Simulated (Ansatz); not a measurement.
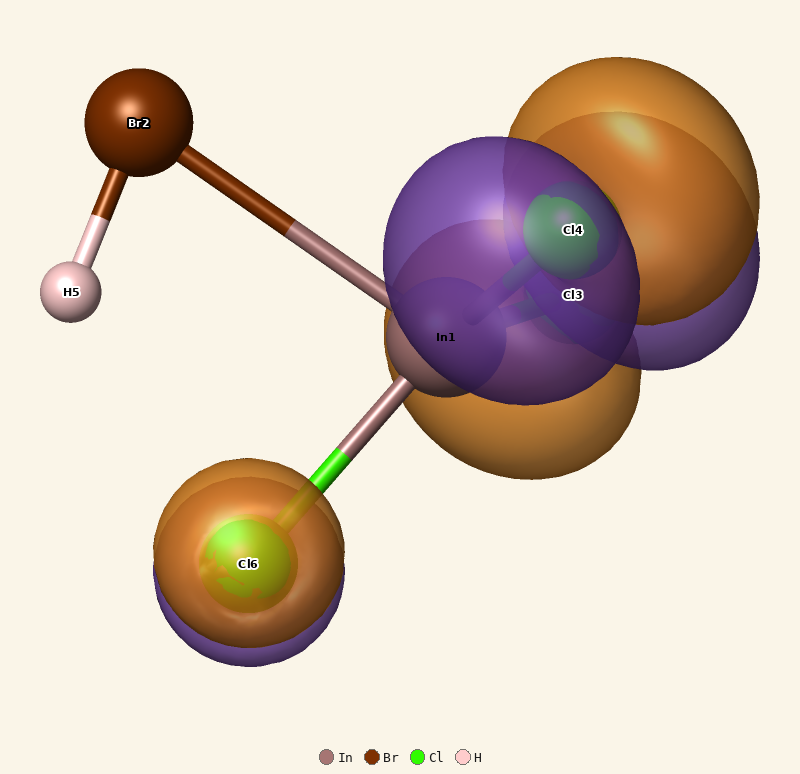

*BrCl₃HIn. The HOMO at ±0.1 Å⁻³ᐟ² (orange and purple are the two phases), seen from one side.*

Core potentials replace the inner electrons of In.

These are results of RKS PBE0/def2-SVP in Ansatz, not measurements.

The calculation's input:

```
crystal:
  periodic: [false, false, false]
  atoms:
    - { symbol: In, position_ang: [-1.164478, -0.194136, 0.166137] }
    - { symbol: Br, position_ang: [2.728888, -0.39016, -0.160819] }
    - { symbol: Cl, position_ang: [-1.759897, -1.867799, -1.321814] }
    - { symbol: Cl, position_ang: [-1.542402, -0.351929, 2.44837] }
    - { symbol: H, position_ang: [2.076187, 0.908665, -0.420227] }
    - { symbol: Cl, position_ang: [-0.338298, 1.895459, -0.711746] }
basis:
  gaussian: { orbitals: def2-SVP }
hamiltonian:
  xc: pbe0
relax:
  f_tol: 0.03
  max_steps: 50
output:
  orbitals: {}
```

Launched as:

```sh
ansatz run input.yaml --threads 2 --pin off --max-ram 3072MiB --backend cpu --events-out ev --progress --plain --runs-dir out
```

The fields are those of the run's last geometry, not of the input's.

Q: What is the character of this orbital?

A: It lies mainly on Cl3 (about 45 %), Cl4 (about 45 %) and Cl6 (about 10 %); largely a combination of lone pairs on Cl3, Cl4 and Cl6. Its energy is −8.96 eV.
